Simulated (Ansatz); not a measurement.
| atom | x (Å) | y (Å) | z (Å) |
| --- | --- | --- | --- |
| F | 1.7994 | -0.3146 | -0.7863 |
| Si | 0.2469 | -0.3406 | -0.3528 |
| F | -0.4126 | -1.6212 | -1.0768 |
| Cl | -0.6634 | 1.3567 | -1.0559 |

These are results of Ansatz, UKS PBE0-D4/def2-SVP, not measurements.

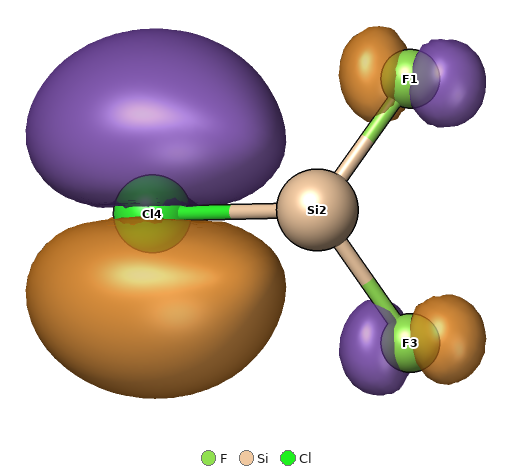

ClF$_{2}$Si (SMILES F[Si](F)Cl) (doublet). The HOMO (β) at ±0.1 Å⁻³ᐟ² (orange and purple are the two phases), seen at a tilt.

Question: What is the character of this orbital?

Answer: It lies mainly on Cl4 (about 85 %); largely a lone pair of Cl4. Its energy is −9.96 eV.
